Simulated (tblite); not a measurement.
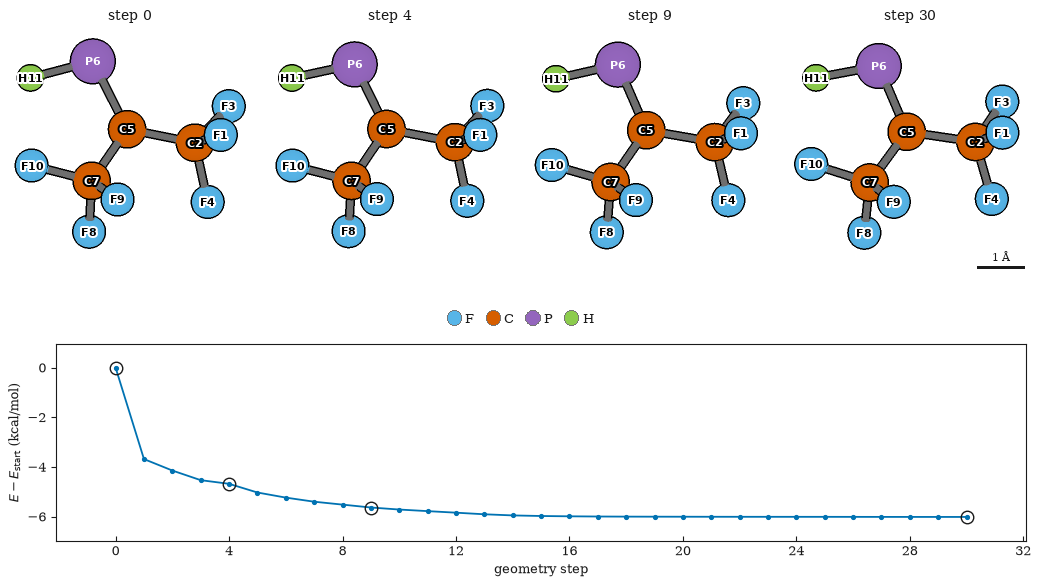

Frames of a relaxation of C3HF6P, marked on the history of the run. The picture is a ball-and-stick view, seen at a tilt.

Level of theory: GFN2-xTB geometry optimisation, gas phase in tblite 0.8.0. 

Question: What happens along the run?

Answer: After 30 geometry steps the energy has fallen by 6.01 kcal/mol. The atom that moves furthest after the best rigid fit is F3 (0.17 Å). Largest moves by element: F 0.17 Å, P 0.16 Å, H 0.12 Å, C 0.06 Å. Some distances before and after: C5–P6 1.771 → 1.681 Å, C7–F9 1.363 → 1.335 Å, F1–C2 1.368 → 1.342 Å, P6–H11 1.424 → 1.402 Å. Among the angles between lasting bonds that change: C2–C5–P6 124.5° → 118.0°, F3–C2–C5 114.7° → 110.0°, C2–C5–C7 111.1° → 115.4°. From step 0 to 4: P6 moves most (0.08 Å), energy −4.68 kcal/mol. From step 4 to 9: F3 moves most (0.10 Å), energy −0.95 kcal/mol. From step 9 to 30: F4 moves most (0.08 Å), energy −0.38 kcal/mol.
